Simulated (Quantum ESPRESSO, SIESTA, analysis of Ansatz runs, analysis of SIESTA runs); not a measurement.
# Where Si_i (4-fold void) puts its levels in SiC (F-43m) (SIESTA)

Question: at which Fermi levels does Si_i (4-fold void) in SiC (F-43m) change its charge? Model: a cell of 54 host atoms with 1 Si put in.

Main program and level: SIESTA 5.4.2; SIESTA numerical-orbital DFT, PBEsol, DZP basis, PseudoDojo 0.4.1 potentials converted to PSML; charged supercells in a uniform background, point-charge correction with alignment at far sites.

The experiments to compare with:

For SiC, cubic 3C zincblende (literature value), “Insight into the structural, elastic and electronic properties of a new orthorhombic 6O-SiC polytype” (2020, pmc:7200658) quotes earlier work: band gap (indirect gap) 2.4 eV [literature value; measurement temperature and method not stated].

Most raw output is cut from this account.

### Step 1. The structure

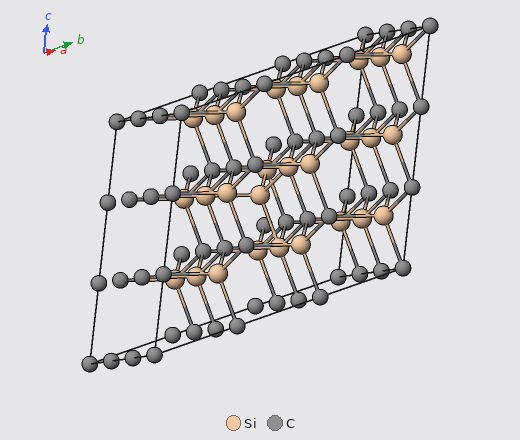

Start, viewed slightly off an axis; silicon light orange, carbon grey. Bonds to atoms that aren't drawn are left out. Some periodic images of atoms are drawn too.

The cell holds 55 atoms: 28 Si and 27 C. Its edges and angles: a = 9.283 Å, b = 9.283 Å, c = 9.283 Å, α = 60.0°, β = 60.0°, γ = 60.0°. It derives from SiC (space group F-43m). Nearest the centre at fractional (0.250, 0.917, 0.250): Si55 at 0.00 Å, Si19 at 1.89 Å, Si3 at 1.89 Å, Si33 at 1.89 Å, Si21 at 1.90 Å, C20 at 2.19 Å, C4 at 2.19 Å, C34 at 2.19 Å.

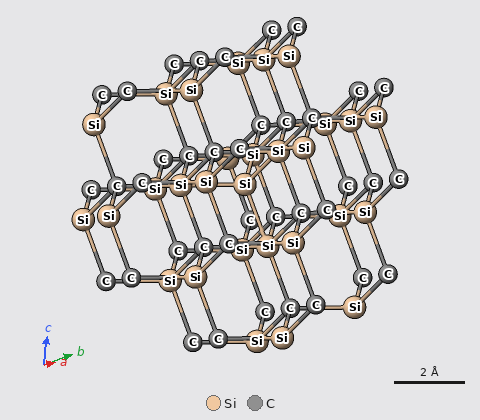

The atoms within 5 Å of the centre.

Structure file:

```xyz
55
Lattice="0.0000 6.5644 6.5644 6.5644 0.0000 6.5644 6.5644 6.5644 0.0000" Properties=species:S:1:pos:R:3 pbc="T T T"
Si    0.0000    0.0000    0.0000
C     1.0941    1.0941    1.0941
Si    2.1882    2.1882    0.0000
C     3.2822    3.2822    1.0941
Si    4.3763    4.3763    0.0000
C     5.4703    5.4703    1.0941
Si    2.1882    0.0000    2.1882
C     3.2822    1.0941    3.2822
Si    4.3763    2.1882    2.1882
C     5.4703    3.2822    3.2822
Si    6.5644    4.3763    2.1882
C     7.6585    5.4703    3.2822
Si    4.3763    0.0000    4.3763
C     5.4703    1.0941    5.4703
Si    6.5644    2.1882    4.3763
C     7.6585    3.2822    5.4703
Si    8.7526    4.3763    4.3763
C     9.8466    5.4703    5.4703
Si    0.0000    2.1882    2.1882
C     1.0941    3.2822    3.2822
Si    2.1882    4.3763    2.1882
C     3.2822    5.4703    3.2822
Si    4.3763    6.5644    2.1882
C     5.4703    7.6585    3.2822
Si    2.1882    2.1882    4.3763
C     3.2822    3.2822    5.4703
Si    4.3763    4.3763    4.3763
C     5.4703    5.4703    5.4703
Si    6.5644    6.5644    4.3763
C     7.6585    7.6585    5.4703
Si    4.3763    2.1882    6.5644
C     5.4703    3.2822    7.6585
Si    6.5644    4.3763    6.5644
C     7.6585    5.4703    7.6585
Si    8.7526    6.5644    6.5644
C     9.8466    7.6585    7.6585
Si    0.0000    4.3763    4.3763
C     1.0941    5.4703    5.4703
Si    2.1882    6.5644    4.3763
C     3.2822    7.6585    5.4703
Si    4.3763    8.7526    4.3763
C     5.4703    9.8466    5.4703
Si    2.1882    4.3763    6.5644
C     3.2822    5.4703    7.6585
Si    4.3763    6.5644    6.5644
C     5.4703    7.6585    7.6585
Si    6.5644    8.7526    6.5644
C     7.6585    9.8466    7.6585
Si    4.3763    4.3763    8.7526
C     5.4703    5.4703    9.8466
Si    6.5644    6.5644    8.7526
C     7.6585    7.6585    9.8466
Si    8.7526    8.7526    8.7526
C     9.8466    9.8466    9.8466
Si    7.6585    3.2822    7.6585
```

Screening for the image-charge correction: ε∞ = 7.10, ε0 = 10.43, from a response run on this crystal (DFPT, PBEsol, Quantum ESPRESSO) at that run's own cell.

The cell's shortest repeat is 9.3 Å.

The primitive cell was relaxed at this level beforehand, to 20.95 Å³.

The defect-free supercell was relaxed beforehand, from displaced atoms: they ended at most 0.01 Å from the sites they started about, so the symmetric structure holds.

### Step 2. Band edges

Levels are counted from the valence top, which comes from the unit cell, dense mesh; the energy of the host comes from the defect-free supercell at the defects' own k-points, so that the host's part of the sampling error cancels.

host.fdf

```
SystemName                      SiC
SystemLabel                     host
NumberOfSpecies                 2
NumberOfAtoms                   2
%block ChemicalSpeciesLabel
  1   14 Si
  2    6 C
%endblock ChemicalSpeciesLabel
LatticeConstant                 1.0 Ang
%block LatticeVectors
     0.000001000     2.188136000     2.188136000
     2.188136000     0.000001000     2.188136000
     2.188136000     2.188136000     0.000001000
%endblock LatticeVectors
AtomicCoordinatesFormat         Fractional
%block AtomicCoordinatesAndAtomicSpecies
     0.000003199     0.000003199     0.000003199  1
     0.249996972     0.249996972     0.249996972  2
%endblock AtomicCoordinatesAndAtomicSpecies
%block kgrid.MonkhorstPack
   12   0   0  0.00
    0  12   0  0.00
    0   0  12  0.00
%endblock kgrid.MonkhorstPack
XC.Functional                   GGA
XC.Authors                      PBEsol
PAO.BasisSize                   DZP
PAO.EnergyShift                 0.005 Ry
Mesh.Cutoff                     300 Ry
OccupationFunction              FD
ElectronicTemperature           0.01 eV
MaxSCFIterations                150
SCF.MustConverge                true
SCF.Mixer.Method                Pulay
SCF.Mixer.Weight                0.2
SCF.Mixer.History               10
SCF.DM.Tolerance                1.0e-4
SCF.H.Tolerance                 1.0e-3 eV
WriteForces                     true
Charge.Mulliken                 end
```

The run is started by

```
> OMP_NUM_THREADS=1 siesta host.fdf > host.out
```

Elapsed: 27 s, on 1 MPI rank of Arm Neoverse V1, shared host; peak memory 0.2 GiB.

The gap at this level is 1.23 eV.

Test of the sampling: at one point at (¼, ¼, ¼) the host's energy lies 128 meV an atom above its value on the primitive cell's dense mesh, too far, so all defect runs take a 2×2×2 mesh.

### Step 3. Relaxing each charge state

Each state starts from the atoms near the defect displaced at random, so that no symmetry of the ideal site is imposed. An odd electron count needs spin polarisation, and the total moment is held fixed to keep the state apart from its neighbours in spin. Charge +3 is shown in full.

defect.fdf

```
SystemName                      Si28C27
SystemLabel                     defect
NumberOfSpecies                 2
NumberOfAtoms                   55
%block ChemicalSpeciesLabel
  1   14 Si
  2    6 C
%endblock ChemicalSpeciesLabel
LatticeConstant                 1.0 Ang
%block LatticeVectors
     0.000003000     6.564408000     6.564408000
     6.564408000     0.000003000     6.564408000
     6.564408000     6.564408000     0.000003000
%endblock LatticeVectors
AtomicCoordinatesFormat         Fractional
%block AtomicCoordinatesAndAtomicSpecies
    -0.001243511    -0.002679488     0.006523156  1
     0.080542505     0.089228041     0.084087004  2
    -0.006573176     0.001828051     0.335400269  1
     0.087648287     0.077229169     0.418080371  2
    -0.002128914     0.005720355     0.667549599  1
     0.083332324     0.083332324     0.749998991  2
     0.002217985     0.326903200     0.000912163  1
     0.079441745     0.417455788     0.089209723  2
     0.002031216     0.326890832     0.334393071  1
     0.083332324     0.416665657     0.416665657  2
     0.000001066     0.333334400     0.666667733  1
     0.083332324     0.416665657     0.749998991  2
     0.000001066     0.666667733     0.000001066  1
     0.080802661     0.756527214     0.080624150  2
    -0.001858643     0.672648566     0.333542698  1
     0.077073189     0.750153596     0.419415539  2
     0.002590742     0.670274492     0.666660075  1
     0.086110726     0.744452951     0.754185328  2
     0.338203234     0.002315099    -0.002333572  1
     0.416406068     0.081694892     0.089451340  2
     0.327396796     0.003804806     0.332666983  1
     0.420902094     0.085710000     0.410854384  2
     0.333334400     0.000001066     0.666667733  1
     0.417598429     0.081441017     0.745325122  2
     0.332856159     0.339503329    -0.001513904  1
     0.416665657     0.416665657     0.083332324  2
     0.333334400     0.333334400     0.333334400  1
     0.413842784     0.413700711     0.423060085  2
     0.333334400     0.333334400     0.666667733  1
     0.416665657     0.416665657     0.749998991  2
     0.339125363     0.663865996    -0.003959664  1
     0.414932193     0.755804422     0.078745085  2
     0.329349803     0.663642242     0.334788241  1
     0.410452659     0.753015681     0.419877230  2
     0.333151177     0.672411456     0.661704287  1
     0.416665657     0.749998991     0.749998991  2
     0.666245264    -0.001029650     0.006005889  1
     0.749998991     0.083332324     0.083332324  2
     0.666667733     0.000001066     0.333334400  1
     0.747911545     0.081211107     0.423259019  2
     0.666667733     0.000001066     0.666667733  1
     0.749998991     0.083332324     0.749998991  2
     0.666667733     0.333334400     0.000001066  1
     0.749998991     0.416665657     0.083332324  2
     0.666667733     0.333334400     0.333334400  1
     0.749998991     0.416665657     0.416665657  2
     0.666667733     0.333334400     0.666667733  1
     0.749998991     0.416665657     0.749998991  2
     0.668891226     0.671194352    -0.001160403  1
     0.752195527     0.743728026     0.083701317  2
     0.663566081     0.672218077     0.334811123  1
     0.749998991     0.749998991     0.416665657  2
     0.666667733     0.666667733     0.666667733  1
     0.749998991     0.749998991     0.749998991  2
     0.245395485     0.922614887     0.248811130  1
%endblock AtomicCoordinatesAndAtomicSpecies
%block kgrid.MonkhorstPack
    2   0   0  0.50
    0   2   0  0.50
    0   0   2  0.50
%endblock kgrid.MonkhorstPack
XC.Functional                   GGA
XC.Authors                      PBEsol
PAO.BasisSize                   DZP
PAO.EnergyShift                 0.005 Ry
Mesh.Cutoff                     300 Ry
NetCharge                       3.0
Spin                            polarized
%block DM.InitSpin
     3   0.200
    19   0.200
    21   0.200
    33   0.200
    55   0.200
%endblock DM.InitSpin
Spin.Fix                        true
Spin.Total                      1.0
OccupationFunction              FD
ElectronicTemperature           0.01 eV
MaxSCFIterations                150
SCF.MustConverge                true
SCF.Mixer.Method                Pulay
SCF.Mixer.Weight                0.1
SCF.Mixer.History               10
SCF.DM.Tolerance                3.0e-4
SCF.H.Tolerance                 3.0e-3 eV
WriteForces                     true
Charge.Mulliken                 end
SaveRho                         true
SaveElectrostaticPotential      true
Charge.Hirshfeld                end
Charge.Voronoi                  end
MD.TypeOfRun                    Broyden
MD.Steps                        90
MD.MaxForceTol                  0.04 eV/Ang
MD.MaxDispl                     0.15 Ang
WriteCoorStep                   true
AtomCoorFormatOut               Fractional
```

The run is started by

```
> OMP_NUM_THREADS=1 siesta defect.fdf > defect.out
```

Wall time 68 min (1 MPI rank); peak memory 1.3 GiB.

The steps and moves of this run count from the displaced start.

Relaxation path:

```tsv
step	energy less that of the first step (eV)	largest force (eV/Å)
0	0.0000	15.4024
1	-5.4732	8.1898
2	-7.0075	2.6333
3	-7.3023	0.6237
4	-7.3442	0.2708
5	-7.3581	0.1289
6	-7.3625	0.0817
7	-7.3658	0.0639
8	-7.3670	0.0442
9	-7.3679	0.0311
```

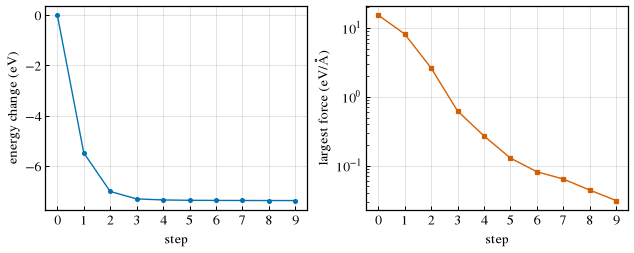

Energy and largest force along the relaxation.

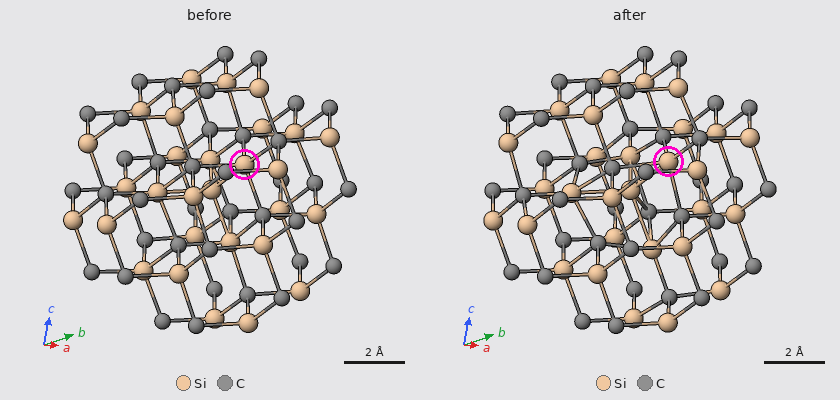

Before and after: the atoms that start within 5 Å of the centre. Si21, which moves most, is ringed if it is among them.

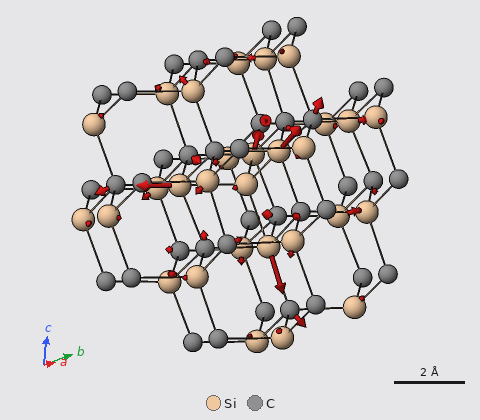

Displacements in the relaxation near the centre, exaggerated; the longest in the cell stands for 0.28 Å.

The atoms that moved most (Å):

```tsv
atom	dx	dy	dz	length
Si21	0.130	0.192	0.157	0.280
Si19	-0.151	-0.166	0.120	0.255
Si33	-0.134	0.169	-0.103	0.239
Si3	0.147	-0.125	-0.132	0.234
C40	0.057	-0.108	-0.052	0.133
C22	0.096	0.074	0.025	0.124
C28	-0.088	0.044	-0.035	0.105
C24	-0.026	-0.052	0.085	0.103
```

Neighbours of Si55 at the end:

```tsv
atom	distance (Å)
C2	2.106
C16	2.130
C32	2.135
C4	2.144
C20	2.152
Si3	2.157
Si19	2.159
Si33	2.164
C34	2.165
Si21	2.167
```

Energies on the run's own zero. States near gap, by row:

```tsv
spin	k	band	energy (eV)	filled by count
up	0	105	-7.49	1
up	0	106	-7.488	1
up	0	107	-6.964	1
up	0	108	-6.962	1
up	0	109	-5.809	1
up	0	110	-4.833	0
up	0	111	-4.828	0
up	0	112	-4.281	0
up	0	113	-4.223	0
up	1	105	-7.651	1
up	1	106	-7.514	1
up	1	107	-7.288	1
up	1	108	-7.079	1
up	1	109	-5.756	1
up	1	110	-4.728	0
up	1	111	-4.216	0
up	1	112	-3.821	0
up	1	113	-3.682	0
down	0	104	-7.55	1
down	0	105	-7.48	1
down	0	106	-7.478	1
down	0	107	-6.954	1
down	0	108	-6.953	1
down	0	109	-5.666	0
down	0	110	-4.764	0
down	0	111	-4.759	0
down	0	112	-4.19	0
down	1	104	-7.642	1
down	1	105	-7.639	1
down	1	106	-7.505	1
down	1	107	-7.277	1
down	1	108	-7.07	1
down	1	109	-5.647	0
down	1	110	-4.644	0
down	1	111	-4.156	0
down	1	112	-3.751	0
```

The states that were run, at 2×2×2 shifted by half a step, on 1 MPI rank of Arm Neoverse V1, shared host:

```tsv
charge	moment (μB)	outcome	structures computed	largest displacement of a host atom from its site (Å)	lowest empty less highest filled level (eV)	time
0	0	converged	16	0.28	-0.13	58 min
+3	1	converged	10	0.28	0.09	68 min
+4	0	converged	9	0.27	1.20	35 min
+1	1	converged	17	0.28	-0.12	1.7 h
+2	0	converged	33	0.28	0.90	1.8 h
```

At charge 0 and +1 filled and empty levels, counted over both spins and all k-points, touch or overlap: the last carrier shares a level or a band, or the held moment keeps an electron of one spin above an empty level of the other.

Against the host's sites the lattice moves most at charge +1 (0.28 Å); the smallest move among the states is 0.27 Å.

### Step 4. Corrections and levels

A charged cell interacts with its images and the background. The point-charge term, screened by the static dielectric constant, takes that out, and the potential far from the defect is aligned with the host's. Chemical potentials: C (diamond) and Si (diamond), run alike.

By state, in eV; the first energy still holds the atoms taken out or put in:

```tsv
charge	moment (μB)	energy over the host, electrons at the valence top	point-charge term	potential shift at far sites	its spread	correction
0	0	-104.252	0.000	-	-	0.000
+1	1	-106.243	0.241	-0.097	0.110	0.144
+2	0	-108.217	0.964	-0.160	0.113	0.644
+3	1	-109.279	2.170	-0.199	0.117	1.574
+4	0	-110.296	3.857	-0.236	0.120	2.913
```

Potentials at atomic sites for charge +1, some of the atoms; distances and the model charge refer to the site on which the defect was built:

```tsv
atom	distance from that site (Å)	potential less the host's (eV)	point-charge model (eV)
Si33	2.149	-1.136	-0.184
C20	2.165	-0.508	-0.179
Si49	3.635	0.021	0.036
Si7	3.640	0.019	0.036
Si9	3.645	0.010	0.037
C8	3.797	-0.021	0.044
Si27	4.755	-0.199	0.067
Si39	4.763	-0.205	0.067
C46	4.890	-0.011	0.076
C12	4.891	-0.006	0.076
Si53	5.683	0.160	0.099
```

Over the charge states the far sites scatter by a standard deviation of up to 0.12 eV about the model, a measure of how poorly the alignment is known.

Limit set by the element alone; other compounds of these elements are not counted. Chemical potentials from the elements' reference states: C 0.00 eV, Si -0.50 eV. Formation energy by charge state (C-rich; gap 1.23 eV):

```tsv
charge	at valence top (eV)	at conduction bottom (eV)	correction included (eV)
+4	8.14	13.08	2.91
+3	7.82	11.52	1.57
+2	7.95	10.42	0.64
+1	9.43	10.66	0.14
0	11.27	11.27	0.00
```

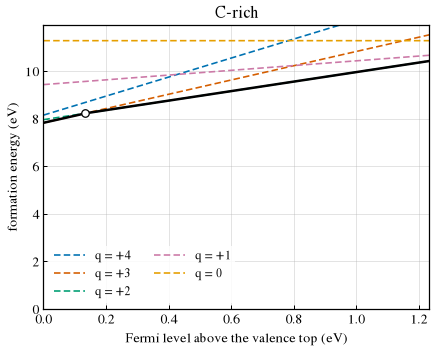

Formation energy against Fermi level; the thick line follows the lowest charge state and circles mark the transition levels.

Limit set by the element alone; other compounds of these elements are not counted. Chemical potentials from the elements' reference states: Si 0.00 eV, C -0.50 eV. Formation energies (Si-rich), with the Fermi level at the valence top and at the conduction bottom (gap 1.23 eV):

```tsv
charge	at valence top (eV)	at conduction bottom (eV)	correction included (eV)
+4	7.64	12.58	2.91
+3	7.32	11.02	1.57
+2	7.45	9.92	0.64
+1	8.93	10.16	0.14
0	10.77	10.77	0.00
```

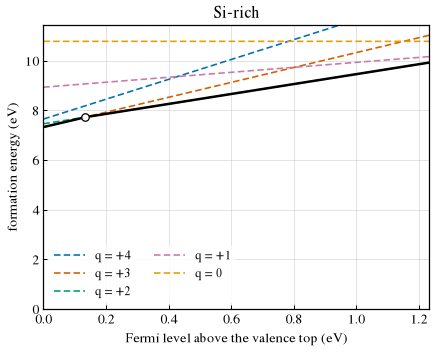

Formation energy against Fermi level; the thick line follows the lowest charge state and circles mark the transition levels.

So at this level: (+4/+3) at -0.32 eV (1.02 without the correction), (+3/+2) at 0.13 eV (1.06 without the correction), (+2/+1) at 1.47 eV (1.97 without the correction) and (+1/0) at 1.85 eV (1.99 without the correction), in a gap of 1.23 eV. (+4/+3), (+2/+1) and (+1/0) lie outside the gap, so the charge beyond is not the lowest at any Fermi level in the gap, within the error of the correction.

The charge transition levels (eV, zero at the valence-band top of the host):

```tsv
	conduction bottom	valence top
Si_i (4-fold void)	1.23	0.00
```

```tsv
	level	energy (eV)
Si_i (4-fold void)	(+4/+3)	-0.32
Si_i (4-fold void)	(+3/+2)	0.13
Si_i (4-fold void)	(+2/+1)	1.47
```

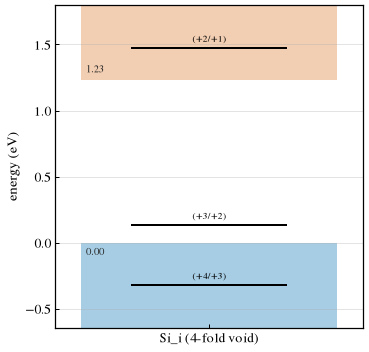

Charge transition levels. Shaded: valence and conduction bands.

### Step 5. Summary of results

| Property | Result |
| --- | --- |
| gap of the host (SIESTA, PBEsol) | 1.23 eV |
| level (plus 3/plus 2), SIESTA, PBEsol, DZP, 2×2×2 | 0.13 eV above the valence top |

At the level trusted most (SIESTA, PBEsol, DZP, 2×2×2) the charge changes at 0.13 eV (+3/+2) above the valence top, in a gap of 1.23 eV. (+3/+2) lies within 0.15 eV of a band edge, so whether the charge beyond is stable at all is within the error of the correction. Of the charges placed (0, +1, +2, +3 and +4), the lowest changes at 0.13 eV (+3/+2) above the valence top, in a gap of 1.23 eV. (+4/+3), (+2/+1) and (+1/0) reach a band edge before or after the correction; the carrier may then sit in a band, where the point-charge correction doesn't apply and the value depends on how these k-points fill the band, which is not corrected here. Only the charges 0, +1, +2, +3 and +4 were placed; others may be stable too. Keep in mind: PBEsol makes the gap too small and tends to spread out bound carriers.

Comparison with the measured values:

| quantity | measured | PBEsol PseudoDojo, SIESTA |
| --- | --- | --- |
| band gap (gap on the k-mesh) (eV) | 2.4 | 1.23 (-1.17 eV) |

Measured values from pmc:7200658 (2020).

How well it matches: The band gap is off by -1.17 eV. Local and semilocal functionals usually give gaps below the measured ones. The computed gap is read on a k-mesh, which can miss the band edges. Zero-point and thermal motion shift the measured gap.

[Logs are printed without paths, hosts, clocks, repeated set-up lines and the standing remarks that a program may print on its own settings, such as how far it seeks lower states.]

[Hosts, paths, dates, database ids (printed as entryN), source tags and the programs' standing remarks are cut or masked in the printed files.]

[For some hosts the program warned that the k-mesh of the response run may be too coarse for force constants and the static dielectric constant; such warnings are not shown here.]

[Charge tables in the logs are Mulliken or Hirshfeld populations, whose sizes and signs can differ; where basis functions stand at a vacancy, SIESTA counts their charge against the missing atom's valence.]

[In relaxation paths of CP2K, step 0 can be the structure after the first move, since the trajectory file begins there, and the last row can be the final structure solved once more.]
